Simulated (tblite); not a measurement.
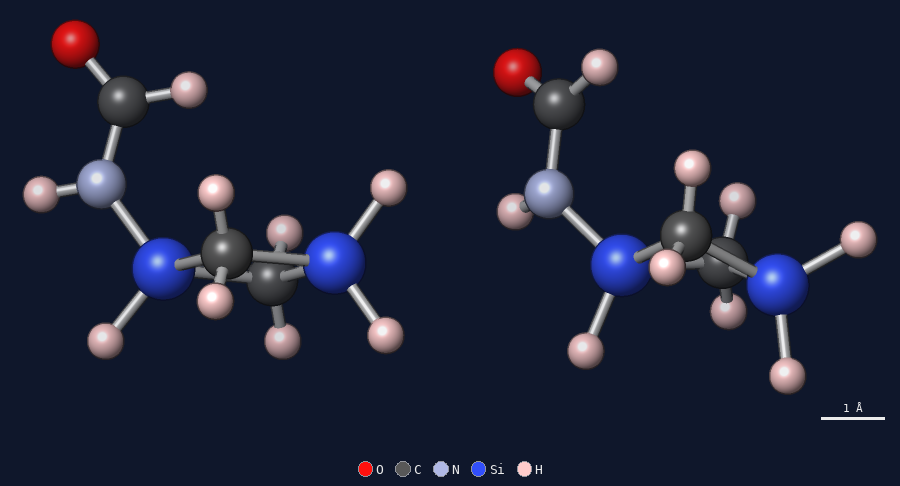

Two geometries of C3H9NOSi2 (charge −1, multiplicity 2), drawn at one scale. One is the start of a relaxation, the other its converged end. A ball-and-stick model, seen from a free direction.

Method: GFN2-xTB geometry optimisation, gas phase in tblite. 

### Which one is relaxed?

The left one is the relaxed one. Over 104 geometry steps the energy falls by 0.722 eV. The largest move after the best rigid fit is that of an H atom, 1.02 Å. Largest moves by element: H 1.02 Å, O 0.65 Å, Si 0.37 Å, C 0.32 Å, N 0.21 Å. Near-neighbour distances that change, for instance: C–N 1.435 → 1.359 Å, C–Si 1.887 → 1.941 Å, N–Si 1.686 → 1.732 Å, C–O 1.264 → 1.250 Å. Bond angles that change, for instance: O–C–N 113.5° → 124.6°, N–C–H 123.8° → 112.8°, Si–C–Si 85.4° → 93.9°.
